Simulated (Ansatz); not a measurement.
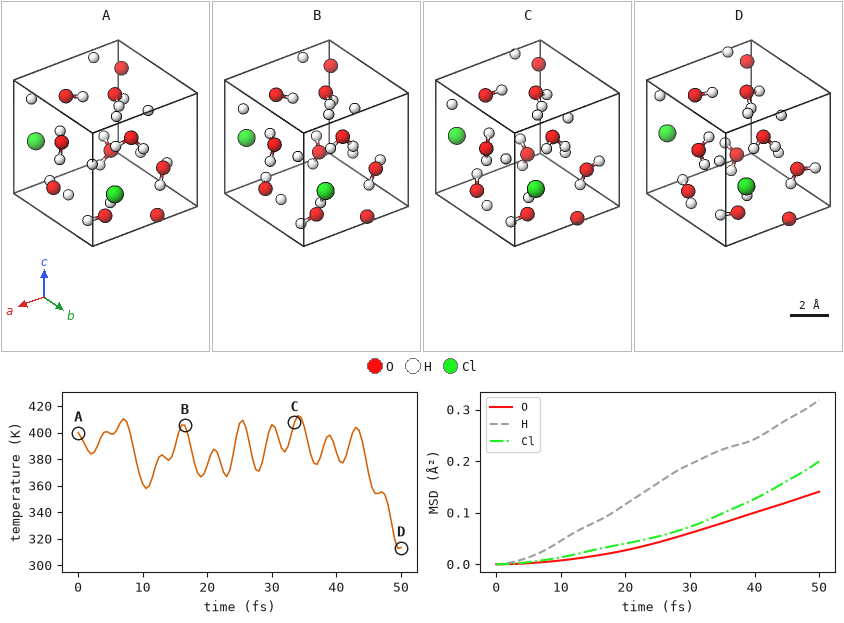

Molecular dynamics of a periodic cell with 10 H2O + 1 HCl at 1.025 g/cm³, 50 fs long. It starts from the last geometry of an earlier run, with fresh velocities. Frames (A at 0 fs, B at 16.5 fs, C at 34 fs, D at 50 fs) and the history of the run. A ball-and-stick model of the simulation cell, seen from a free direction.

The calculation used Ansatz 0.2.0, DFT r2SCAN, scalar-relativistic, plane waves, PAW. Run with plane-wave cutoff 500 eV; k-point mesh 1 × 1 × 1; Fermi-Dirac smearing 0.02 eV; low-accuracy preset; Nosé-Hoover thermostat (NVT); set temperature 400 K; time step 0.5 fs; thermostat time 100.0 fs.

Question: What happens in this trajectory?

Answer: Root-mean-square distances from the starting positions over the second half, with the common drift of all atoms taken out: H 0.49 Å, Cl 0.34 Å, O 0.30 Å. The heavy atoms stay within a fraction of a molecule's size of their starting places; so short a run doesn't tell a liquid from a solid. The mean temperature in the second half is 382 K (standard deviation 24 K). The potential energy in the second half lies on average 2.5 meV per atom above the first frame.

Limits of the set-up: the program's low-accuracy preset was used; the periodic images lie only 7.1 Å apart, so the values are limited by the cell's size.

The run took 15 min on 1 thread of Intel(R) Xeon(R) Platinum 8488C (Sapphire Rapids) (shared host), peak memory 0.73 GiB.
